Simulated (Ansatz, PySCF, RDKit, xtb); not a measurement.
# CH6Ge: a search for the lowest isomer, part 1 of 2

Only the formula CH6Ge is given. Aim: find the structure of lowest free energy at 298.15 K, then its properties.

The funnel: GFN2-xTB relaxations, single points with a density functional, relaxations at B3LYP-D4/def2-TZVP, harmonic vibrations, and a last energy at a higher level. All values are calculated.

3 further runs of the same task are left out: 3 set aside as unsound or not needed.

## 1. Possible bonding patterns

A program enumerates the bonding patterns with one Lewis structure each (two rings at most, one unusual centre or charged pair), with their diastereomers. O–O, O–halogen and N–halogen bonds and N–N–N chains are not drawn. That gives 1 candidate.

| label | SMILES | spin |
| --- | --- | --- |
| c754 | [CH3][GeH3] | singlet |

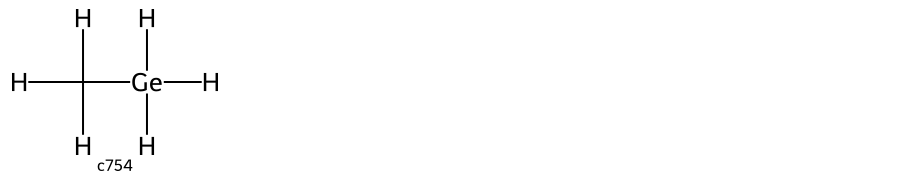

Structural formulas of the candidates.

Candidates are built by distance geometry, with a force field where one applies, in up to four conformers (letters a to d). 11 starts with atoms placed at random are added, to find patterns that the rules miss.

## 2. Cheap relaxation of all starts

All 12 starts are relaxed the same way. One of them, c070 (atoms placed at random), in full:

Contents of start.xyz:

```xyz
8
c070
C     -0.825930     0.418170    -0.612510
Ge     1.199590    -0.589330    -0.546710
H     -0.101060    -1.876750    -0.316840
H      1.329760     1.300870    -0.780810
H     -0.872200     0.935200    -1.797720
H      0.108520     0.340240    -0.052300
H     -0.462330     1.115220     0.627590
H      0.781440    -1.320920    -1.721500
```

The run is started by

```console
$ xtb start.xyz --gfn 2 --opt
```

Log, shortened:

```text
* xtb version 6.7.1
[...]
          :  # basis functions                  20          :
[...]
          :  # electrons                        14          :
[...]
          :  Hamiltonian                  GFN2-xTB          :
[...]
          :  net charge                          0          :
          :  unpaired electrons                  0          :
[...]
   *** convergence criteria satisfied after 27 iterations ***
[...]
   *** GEOMETRY OPTIMIZATION CONVERGED AFTER 35 ITERATIONS ***
[...]
   *** convergence criteria satisfied after 3 iterations ***
[...]
         ::                     SUMMARY                     ::
         :::::::::::::::::::::::::::::::::::::::::::::::::::::
         :: total energy              -7.099881422076 Eh    ::
         :: gradient norm              0.000967422441 Eh/a0 ::
         :: HOMO-LUMO gap              3.033223113818 eV    ::
         ::.................................................::
         :: SCC energy                -7.175572487151 Eh    ::
         :: -> isotropic ES           -0.006007973462 Eh    ::
         :: -> anisotropic ES          0.004272672906 Eh    ::
         :: -> anisotropic XC          0.003684279465 Eh    ::
         :: -> dispersion             -0.003118908476 Eh    ::
         :: repulsion energy           0.075691065075 Eh    ::
         :: add. restraining           0.000000000000 Eh    ::
         :: total charge              -0.000000000000 e     ::
         :::::::::::::::::::::::::::::::::::::::::::::::::::::
[...]
         7        2.0000           -0.3790473             -10.3144 (HOMO)
         8                         -0.2675785              -7.2812 (LUMO)
[...]
     #   Z          covCN         q      C6AA      α(0)
     1   6          3.701    -0.155    23.671     6.957
     2  32          1.773     0.246   250.463    33.076
     3   1          0.884    -0.151     7.761     4.360
     4   1          0.925     0.039     2.459     2.452
     5   1          0.925     0.053     2.281     2.362
     6   1          0.925     0.059     2.210     2.325
     7   1          0.925     0.052     2.291     2.367
     8   1          0.888    -0.144     7.397     4.257
[...]
     #   Z sym  total        # sym  WBO       # sym  WBO       # sym  WBO
 ---------------------------------------------------------------------------
     1   6      3.993 --     7      0.993     5      0.993     4      0.986
                             6      0.968
     2  32      2.044 --     8      0.973     3      0.969
     3   1      0.977 --     2      0.969
     4   1      0.998 --     1      0.986
     5   1      0.997 --     1      0.993
     6   1      0.997 --     1      0.968
     7   1      0.997 --     1      0.993
     8   1      0.979 --     2      0.973
 ---------------------------------------------------------------------------
[...]
molecular dipole:
                 x           y           z       tot (Debye)
 q only:        0.395       0.474       0.138
   full:        0.574       0.408       0.132       1.823
molecular quadrupole (traceless):
[...]
          | TOTAL ENERGY               -7.099881422076 Eh   |
          | GRADIENT NORM               0.000967422441 Eh/α |
          | HOMO-LUMO GAP               3.033223113818 eV   |
           -------------------------------------------------
[...]
```

It took 0.062 s on 2 threads of Arm Neoverse V2, shared host.

## 3. What the search left

12 of the 12 relaxations converged; 7 ended on a minimum already found. 5 distinct structures remain:

| label | start | SMILES after | spin | energy (kcal/mol) | note |
| --- | --- | --- | --- | --- | --- |
| c754a | drawn and random | [CH3][GeH3] | singlet | 0.0 |  |
| c273 | random | [CH4].[GeH2] ‡ | singlet | 4.4 | fell apart |
| c070 | random | [CH4].[GeH2] ‡ | singlet | 4.5 | fell apart |
| c503 | random | [CH2]=[GeH2].[H][H] | singlet | 64.1 | fell apart |
| c236 | random | [CH2]=[GeH2].[H][H] | singlet | 64.5 | fell apart |

‡ marks the bonded skeleton alone, with all bonds drawn single: no Lewis structure was assigned that passes a check against the bond lengths.

## 4. Screening with a density functional

A choice of the minima (the low ones first, few conformers of a pattern, up to a cap) and the lowest that fell apart get a single point at r2SCAN-D4/def2-SVP on the tight-binding geometry, and one at HF/STO-3G for comparison. The lowest singlets are also tried as triplets at the same geometry (label ending in t). The first, c754a:

Contents of input.yaml:

```yaml
basis:
  gaussian:
    orbitals: def2-SVP
crystal:
  periodic: [false, false, false]
  atoms:
    - {symbol: C, position_ang: [0.413548, 0.193023, -0.526833]}
    - {symbol: Ge, position_ang: [0.633028, 0.120176, 1.418194]}
    - {symbol: H, position_ang: [-0.002312, -0.738412, -0.902930]}
    - {symbol: H, position_ang: [-0.256636, 1.001161, -0.809153]}
    - {symbol: H, position_ang: [1.369885, 0.359301, -1.016876]}
    - {symbol: H, position_ang: [-0.672278, -0.111646, 2.106789]}
    - {symbol: H, position_ang: [1.199244, 1.395337, 1.951863]}
    - {symbol: H, position_ang: [1.555554, -0.983075, 1.822551]}
hamiltonian:
  xc: r2scan
  dispersion: d4
scf:
  lower_state_search: "off"
```

The run is started by

```console
$ ansatz run input.yaml --threads 2 --pin off --max-ram 4350MiB --events-out events.jsonl --progress --plain --runs-dir runs
```

Log, shortened:

```text
Warning: RAYON_NUM_THREADS=2 ignored (pool sized by the plan → 2); use --threads N
Functional definition: r2SCAN
  name "r2SCAN"
[...]
857 factors; their error is unknown
[...]
mean field -57644.04416194 eV, -2118.3795504147 hartree, gradient 1.1e-6 eV, S^2 0.000000; 0 other end points of the search recorded, 0 dependent functions left out
reference -57644.04417111 eV, -2118.3795507518 hartree; 22, 22 occupied and 54, 54 virtual orbitals, 857 factors
Total energy: -57644.06802977 eV, -2118.3804275413 hartree
Checks for a lower state left out: stability, starts, cluster_reference, orbital_swaps, neighbouring_geometries, increment
```

Wall time 0.94 s (2 threads of Arm Neoverse V2, shared host).

Relative energies in kcal/mol, each column from its lowest structure that stays in one piece:

| label | SMILES | spin | GFN2-xTB | HF/STO-3G | r2SCAN-D4/def2-SVP |
| --- | --- | --- | --- | --- | --- |
| c754a | [CH3][GeH3] | singlet | 0.0 | 0.0 | 0.0 |
| c273 | [CH4].[GeH2] ‡ | singlet | 4.4 | 82.4 | 35.1 |
| c754at | [CH3][GeH3] | triplet | – | – | 185.8 |

‡ marks the bonded skeleton alone, with all bonds drawn single: no Lewis structure was assigned that passes a check against the bond lengths.

## 5. Relaxing the best candidates

2 candidates are relaxed at B3LYP-D4/def2-TZVP (chosen among the lowest in one piece, with other spins of them). The first, c754a:

input.yaml: that of step 4 with these lines changed.

```diff
@@ -2,3 +2,3 @@
   gaussian:
-    orbitals: def2-SVP
+    orbitals: def2-TZVP
 crystal:
@@ -15,3 +15,3 @@
 hamiltonian:
-  xc: r2scan
+  xc: {name: B3LYP}
   dispersion: d4
@@ -19 +19,3 @@
   lower_state_search: "off"
+relax:
+  f_tol: 0.003
```

The run is started by

```console
$ ansatz run input.yaml --threads 2 --pin off --max-ram 4350MiB --events-out events.jsonl --progress --plain --runs-dir runs
```

Log, shortened:

```text
Warning: RAYON_NUM_THREADS=2 ignored (pool sized by the plan → 2); use --threads N
[...]
Functional definition: B3LYP
  name "B3LYP"
[...]
833 factors; their error is unknown
[...]
mean field -57654.89992090 eV, -2118.7784921983 hartree, gradient 1.8e-6 eV, S^2 0.000000; 0 other end points of the search recorded, 0 dependent functions left out
[...]
reference -57654.90016263 eV, -2118.7785010819 hartree; 22, 22 occupied and 93, 93 virtual orbitals, 833 factors
relax step   1: F+E_penalty+E_count = -57655.06547694 eV  Δ(F+E_penalty+E_count) = +0.000e0 eV  max|allowed force component| = 8.148e-1 eV/Å  Δτ_max = 0.0000 Å  (14 SCF iters, accepted)
[...]
relax step   4: F+E_penalty+E_count = -57655.13073996 eV  Δ(F+E_penalty+E_count) = -2.077e-5 eV  max|allowed force component| = 7.064e-3 eV/Å  Δτ_max = 0.0015 Å  (12 SCF iters, accepted)
[...]
Total energy: -57655.13098476 eV, -2118.7869836384 hartree
Atom 0 at     0.413122     0.193180    -0.530094 Å, force    -0.000274     0.000068    -0.002353 eV/Å
Atom 1 at     0.633461     0.120226     1.422160 Å, force     0.000185    -0.000033     0.001437 eV/Å
Atom 2 at    -0.002828    -0.744528    -0.897683 Å, force     0.000339     0.000460     0.000284 eV/Å
Atom 3 at    -0.260452     1.005044    -0.803237 Å, force     0.000282    -0.000517     0.000280 eV/Å
Atom 4 at     1.375971     0.360971    -1.011965 Å, force    -0.000528     0.000017     0.000416 eV/Å
Atom 5 at    -0.725893    -0.119435     2.106830 Å, force     0.000209     0.000117    -0.000053 eV/Å
Atom 6 at     1.219225     1.445670     1.945741 Å, force    -0.000007    -0.000235    -0.000017 eV/Å
Atom 7 at     1.587427    -1.025264     1.811853 Å, force    -0.000206     0.000123     0.000006 eV/Å
Dipole moment:    -0.016349     0.005411    -0.144845 e Å
Checks for a lower state left out: stability, starts, cluster_reference, orbital_swaps, neighbouring_geometries, increment
```

It took 5.1 s on 2 threads of Arm Neoverse V2, shared host.

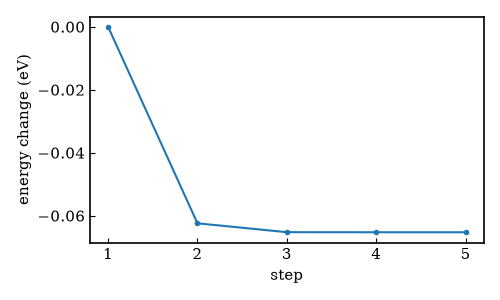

Energy along the run, all evaluated steps.

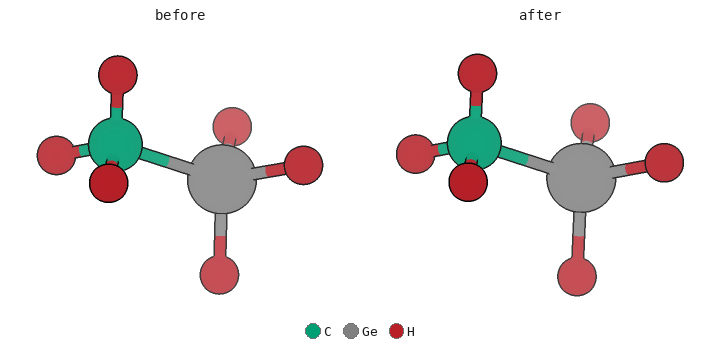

Before and after, at one scale.

After the run. Bond lengths: C1–Ge2 1.966 Å, C1–H3 1.090 Å, C1–H4 1.090 Å, C1–H5 1.090 Å, Ge2–H6 1.541 Å, Ge2–H7 1.541 Å, Ge2–H8 1.541 Å. Some angles: C1–Ge2–H6 110.4°, C1–Ge2–H7 110.4°, C1–Ge2–H8 110.4°, Ge2–C1–H3 110.2°, Ge2–C1–H4 110.2°, Ge2–C1–H5 110.2°, H6–Ge2–H7 108.6°, H6–Ge2–H8 108.6°, H7–Ge2–H8 108.6°, H3–C1–H4 108.7°.

## 6. After refinement

| label | spin | r2SCAN-D4/def2-SVP (kcal/mol) | B3LYP-D4/def2-TZVP, relaxed (kcal/mol) | time | note |
| --- | --- | --- | --- | --- | --- |
| c754a | singlet | 0.0 | 0.0 | 5.1 s |  |
| c754at | triplet | 185.8 | 79.3 | 36 s | fell apart ([CH3].[GeH3]) |

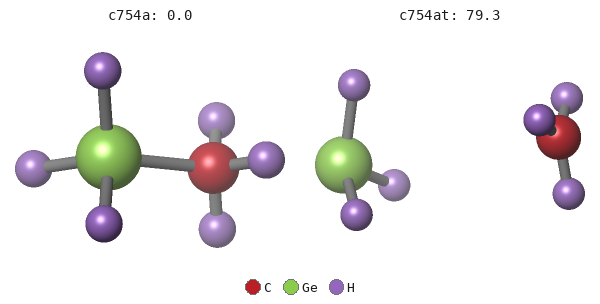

The relaxed structures, with energies at B3LYP-D4/def2-TZVP in kcal/mol.

## 7. Vibrations and thermal terms

The lowest few in one piece go on as finalists (c754at drops out). Harmonic vibrations at B3LYP-D4/def2-TZVP test each finalist and give the zero-point energy and the thermal terms. The first, c754a:

Contents of input.yaml:

```yaml
crystal:
  periodic: [false, false, false]
  atoms:
    - {symbol: C, position_ang: [0.413122, 0.193180, -0.530094]}
    - {symbol: Ge, position_ang: [0.633461, 0.120226, 1.422160]}
    - {symbol: H, position_ang: [-0.002828, -0.744528, -0.897683]}
    - {symbol: H, position_ang: [-0.260452, 1.005044, -0.803237]}
    - {symbol: H, position_ang: [1.375971, 0.360971, -1.011965]}
    - {symbol: H, position_ang: [-0.725893, -0.119435, 2.106830]}
    - {symbol: H, position_ang: [1.219225, 1.445670, 1.945741]}
    - {symbol: H, position_ang: [1.587427, -1.025264, 1.811853]}
basis:
  gaussian: {orbitals: def2-TZVP}
hamiltonian: {xc: {name: B3LYP}, dispersion: d4}
scf: {lower_state_search: off}
phonons: {}
```

The run is started by

```console
$ ansatz run input.yaml --threads 2 --pin off --max-ram 4350MiB --events-out events.jsonl --progress --plain --runs-dir runs
```

Log, shortened:

```text
Warning: RAYON_NUM_THREADS=2 ignored (pool sized by the plan → 2); use --threads N
[... 2 set-up lines as earlier in the session ...]
[...]
833 factors; their error is unknown
[...]
mean field -57654.96564730 eV, -2118.7809075989 hartree, gradient 4.5e-7 eV, S^2 0.000000; 0 other end points of the search recorded, 0 dependent functions left out
[...]
reference -57654.96589120 eV, -2118.7809165620 hartree; 22, 22 occupied and 93, 93 virtual orbitals, 833 factors
[...]
833 factors; their error is unknown
mean field -57654.96548383 eV, -2118.7809015914 hartree, gradient 2.8e-6 eV, S^2 0.000000; 0 other end points of the search recorded, 0 dependent functions left out
[...]
reference -57654.96572772 eV, -2118.7809105545 hartree; 22, 22 occupied and 93, 93 virtual orbitals, 833 factors
[...]
833 factors; their error is unknown
[...]
Atom 1 at     0.633461     0.120226     1.422160 Å, force     0.000173    -0.000030     0.001434 eV/Å
Atom 2 at    -0.002828    -0.744528    -0.897683 Å, force     0.000341     0.000469     0.000283 eV/Å
Atom 3 at    -0.260452     1.005044    -0.803237 Å, force     0.000289    -0.000519     0.000280 eV/Å
Atom 4 at     1.375971     0.360971    -1.011965 Å, force    -0.000517     0.000021     0.000407 eV/Å
Atom 5 at    -0.725893    -0.119435     2.106830 Å, force     0.000216     0.000117    -0.000057 eV/Å
Atom 6 at     1.219225     1.445670     1.945741 Å, force    -0.000005    -0.000231    -0.000014 eV/Å
Atom 7 at     1.587427    -1.025264     1.811853 Å, force    -0.000204     0.000119     0.000006 eV/Å
Dipole moment:    -0.016349     0.005411    -0.144845 e Å
Vibrations: 162.77 490.30 490.40 592.30 843.51 850.68 850.72 900.55 900.57 1277.07 1468.58 1468.60 2126.54 2127.55 2127.56 3047.24 3126.84 3126.84 cm⁻¹, zero-point energy 1.610470 eV
Checks for a lower state left out: stability, starts, cluster_reference, orbital_swaps, neighbouring_geometries, increment
```

It took 45 s on 2 threads of Arm Neoverse V2, shared host.

## 8. Zero-point energy and free-energy terms

At 298.15 K and 1 atm, ideal gas, rigid rotor and harmonic oscillator:

| label | SMILES | spin | point group | lowest mode (cm⁻¹) | zero-point (kcal/mol) | G − E (kcal/mol) |
| --- | --- | --- | --- | --- | --- | --- |
| c754a | [CH3][GeH3] | singlet | C3v | 163 | 37.1 | 21.3 |

## 9. Last filter: a higher level

Single points at CCSD(T)/def2-TZVPP on the refined geometries decide the order.

c754a, CCSD(T)/def2-TZVPP:

Contents of input.yaml:

```yaml
crystal:
  periodic: [false, false, false]
  atoms:
    - symbol: C
      position_ang: [0.413122, 0.193180, -0.530094]
    - symbol: Ge
      position_ang: [0.633461, 0.120226, 1.422160]
    - symbol: H
      position_ang: [-0.002828, -0.744528, -0.897683]
    - symbol: H
      position_ang: [-0.260452, 1.005044, -0.803237]
    - symbol: H
      position_ang: [1.375971, 0.360971, -1.011965]
    - symbol: H
      position_ang: [-0.725893, -0.119435, 2.106830]
    - symbol: H
      position_ang: [1.219225, 1.445670, 1.945741]
    - symbol: H
      position_ang: [1.587427, -1.025264, 1.811853]
basis:
  gaussian:
    orbitals: def2-TZVPP
correlation:
  method: ccsd_t
  frozen_orbitals: {Ge: 9, H: 0, C: 1}
```

The run is started by

```console
$ ansatz run input.yaml --threads 2 --pin off --max-ram 4350MiB --events-out events.jsonl --progress --plain --runs-dir runs
```

Log, shortened:

```text
Warning: RAYON_NUM_THREADS=2 ignored (pool sized by the plan → 2); use --threads N
Functional definition: HF
  name "HF"
[...]
951 factors; integrals over basis functions are off by at most 1.0e-3 eV
[...]
mean field -57599.37042491 eV, -2116.7378208598 hartree, gradient 2.2e-6 eV, S^2 0.000000; 0 other end points of the search recorded, 0 dependent functions left out
10 core orbitals not correlated: weight in the atoms' cores, before any rotation towards them, 1.000 or more for the frozen orbitals, at most 0.000 for the correlated occupied ones
reference -57599.37042491 eV, -2116.7378208598 hartree; 12, 12 occupied and 141, 141 virtual orbitals, 951 factors
second order -12.37346868 eV of doubles, -0.00000000 eV of singles
cycle   1  -12.70710669 eV  change   -3.3e-1 eV  update   8.0e-2
[...]
cycle   8  -13.16755011 eV  change   -6.5e-6 eV  update   1.4e-5
perturbative correction -0.43832667 eV, -0.0161082079 hartree
Total energy: -57612.97630169 eV, -2117.2378276091 hartree
```

Wall time 21 s (2 threads of Arm Neoverse V2, shared host); peak memory 1.2 GiB.

## 10. Putting it together

Energies in kcal/mol from c754a; G adds the thermal terms to the CCSD(T)/def2-TZVPP energy. The columns left of the relaxed level are at the tight-binding geometries.

| label | SMILES | spin | GFN2-xTB | HF/STO-3G | r2SCAN-D4/def2-SVP | B3LYP-D4/def2-TZVP | HF/def2-TZVPP | MP2/def2-TZVPP | CCSD(T)/def2-TZVPP | G | share at equilibrium | T1 |
| --- | --- | --- | --- | --- | --- | --- | --- | --- | --- | --- | --- | --- |
| c754a | [CH3][GeH3] | singlet | 0.0 | 0.0 | 0.0 | 0.0 | 0.0 | 0.0 | 0.0 | 0.0 | 100.0 % | 0.010 |

Lowest found: c754a, `[CH3][GeH3]`, a singlet of point group C3v. Bond lengths: C1–Ge2 1.966 Å, C1–H3 1.090 Å, C1–H4 1.090 Å, C1–H5 1.090 Å, Ge2–H6 1.541 Å, Ge2–H7 1.541 Å, Ge2–H8 1.541 Å. Some angles: C1–Ge2–H6 110.4°, C1–Ge2–H7 110.4°, C1–Ge2–H8 110.4°, Ge2–C1–H3 110.2°, Ge2–C1–H4 110.2°, Ge2–C1–H5 110.2°, H6–Ge2–H7 108.6°, H6–Ge2–H8 108.6°, H7–Ge2–H8 108.6°, H3–C1–H4 108.7°.

```xyz
8

C     0.4131    0.1932   -0.5301
Ge    0.6335    0.1202    1.4222
H    -0.0028   -0.7445   -0.8977
H    -0.2605    1.0050   -0.8032
H     1.3760    0.3610   -1.0120
H    -0.7259   -0.1194    2.1068
H     1.2192    1.4457    1.9457
H     1.5874   -1.0253    1.8119
```

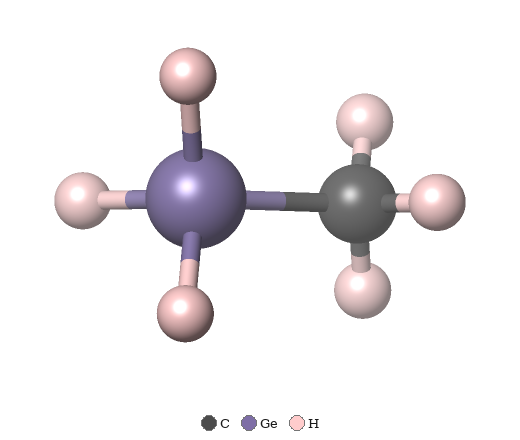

The lowest structure found, seen from a chosen angle (carbon dark grey, germanium purple, hydrogen pink).

## 11. Density, orbitals and dipole (PBE0/def2-TZVPD)

Contents of input.yaml:

```yaml
crystal:
  periodic: [false, false, false]
  atoms:
    - {symbol: C, position_ang: [0.413122, 0.193180, -0.530094]}
    - {symbol: Ge, position_ang: [0.633461, 0.120226, 1.422160]}
    - {symbol: H, position_ang: [-0.002828, -0.744528, -0.897683]}
    - {symbol: H, position_ang: [-0.260452, 1.005044, -0.803237]}
    - {symbol: H, position_ang: [1.375971, 0.360971, -1.011965]}
    - {symbol: H, position_ang: [-0.725893, -0.119435, 2.106830]}
    - {symbol: H, position_ang: [1.219225, 1.445670, 1.945741]}
    - {symbol: H, position_ang: [1.587427, -1.025264, 1.811853]}
basis:
  gaussian:
    orbitals: def2-TZVPD
hamiltonian:
  xc: pbe0
output: {forces: true, orbitals: {seedname: orbitals}}
```

The run is started by

```console
$ ansatz run input.yaml --threads 2 --pin off --max-ram 4350MiB --events-out events.jsonl --progress --plain --runs-dir runs
```

Log, shortened:

```text
Warning: RAYON_NUM_THREADS=2 ignored (pool sized by the plan → 2); use --threads N
Functional definition: PBE0
  name "PBE0"
[...]
906 factors; their error is unknown
[...]
mean field -57644.81288307 eV, -2118.4078003954 hartree, gradient 3.4e-5 eV, S^2 0.000000; 0 other end points of the search recorded, 0 dependent functions left out
[...]
reference -57644.81291342 eV, -2118.4078015104 hartree; 22, 22 occupied and 123, 123 virtual orbitals, 906 factors
Total energy: -57644.81291342 eV, -2118.4078015104 hartree
Atom 0 at     0.413122     0.193180    -0.530094 Å, force     0.024168    -0.008019     0.213928 eV/Å
Atom 1 at     0.633461     0.120226     1.422160 Å, force    -0.020590     0.006841    -0.182477 eV/Å
Atom 2 at    -0.002828    -0.744528    -0.897683 Å, force    -0.011236    -0.027915    -0.002752 eV/Å
Atom 3 at    -0.260452     1.005044    -0.803237 Å, force    -0.019000     0.023498     0.000073 eV/Å
Atom 4 at     1.375971     0.360971    -1.011965 Å, force     0.029223     0.004749    -0.006125 eV/Å
Atom 5 at    -0.725893    -0.119435     2.106830 Å, force     0.020447     0.003660    -0.009847 eV/Å
Atom 6 at     1.219225     1.445670     1.945741 Å, force    -0.008672    -0.019947    -0.007405 eV/Å
Atom 7 at     1.587427    -1.025264     1.811853 Å, force    -0.014340     0.017133    -0.005395 eV/Å
Dipole moment:    -0.016297     0.005394    -0.144384 e Å
```

It took 1.9 s on 2 threads of Arm Neoverse V2, shared host.

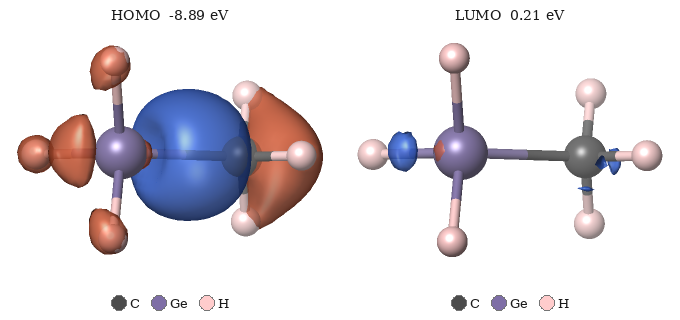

Frontier orbitals of this run, surfaces at ±0.2 Å^-3/2.

(Continued in part 2 of 2.)
